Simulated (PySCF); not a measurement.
**C4H5ClO (SMILES CCC(Cl)=C=O): density, localisation and related maps**

The calculation's input:

```
{"job": {"kind": "uv", "xc": "CAM-B3LYP", "basis": "def2-SVPD", "nstates": 8, "ntriplets": 3}, "charge": 0, "multiplicity": 1}
C     -1.290036     0.489280     0.392920
C     -0.382522    -0.515896    -0.312465
C      1.059708    -0.312921     0.056720
Cl     1.533630    -0.701316     1.702088
C      1.979232     0.180446    -0.714443
O      2.801944     0.599961    -1.423988
H     -2.328133     0.300506     0.131726
H     -1.181520     0.402703     1.470827
H     -1.036028     1.504794     0.099366
H     -0.673142    -1.531121    -0.033860
H     -0.477708    -0.413766    -1.394855
```

Command:

```sh
OMP_NUM_THREADS=1 python probes_run.py task.json out
```

Geometry: GFN2-xTB.

The calculation used CAM-B3LYP/def2-SVPD, SCF density, gas phase (PySCF).

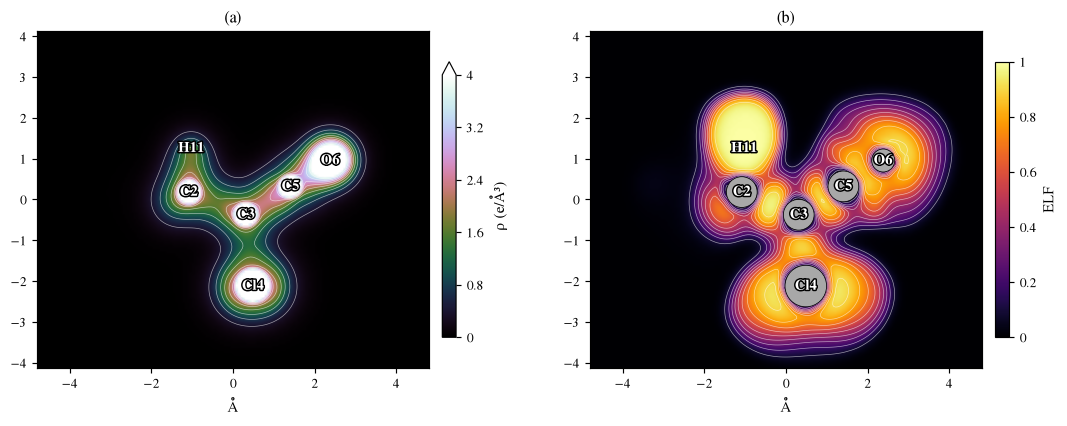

Figure 1. (a) total electron density; (b) electron localisation function on the plane of atoms C2, C3 and Cl4. Grey discs cover the atomic cores in the ELF map.

> Read the bonding off the picture.

- The plane passes through C, Cl, O and H nuclei.
- C–O (1.16 Å): ρ at the midpoint is about 3.6 e/Å³; the ELF peaks at about 0.85 between the atoms (a multiple bond).
- C–C (1.30 Å): ρ at the midpoint is about 2.3 e/Å³; the ELF peaks at about 0.90 between the atoms: a multiple bond.
- C–Cl (1.76 Å): ρ at the midpoint is about 1.4 e/Å³; the ELF peaks at about 0.90 between the atoms; a shared electron pair.
- C–H (1.09 Å): the density is about 2 e/Å³ at the midpoint; the ELF climbs to about 1 towards the hydrogen, as it does in any bond to H; a covalent bond by its length.
- C–C (1.50 Å): ρ is about 1.7 e/Å³ halfway; the ELF peaks at about 0.95 between the atoms: a covalent bond.
- The ELF also peaks beside Cl4 and O6, away from the bonds: lone-pair regions.

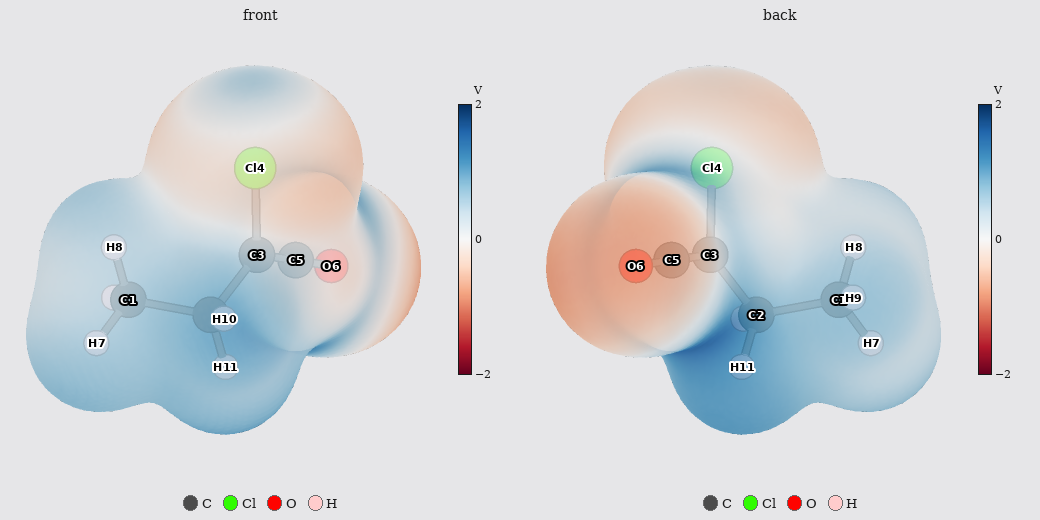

Figure 2. The molecular electrostatic potential painted on the density surface at 0.002 e/bohr³, seen from the front and from behind; the colour scale runs from red (negative) to blue (positive).

> Describe the electrostatic potential map.

The most negative region (about −0.8 V) lies over O6, the most positive (about +1.5 V) over C5. Cl4 shows a σ-hole: about +0.6 V at the tip opposite its bond, against about −0.3 V on its flanks.

> What dipole moment does the calculation give?

Its dipole moment is 2.10 D.

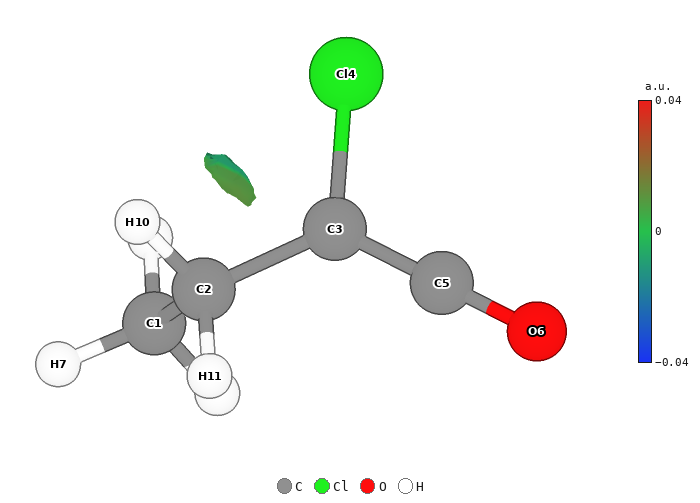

Figure 3. Non-covalent interaction (NCI) plot: the surface where the reduced density gradient is 0.5, for densities under 0.05 a.u., coloured by sign(λ₂)ρ; seen at a tilt.

> What holds or crowds the atoms apart from the covalent bonds?

Between H8 and C1 on one side and Cl4 and C3 on the other: a weak contact, attractive (blue-green) on one side and crowded (olive to red) on the other.
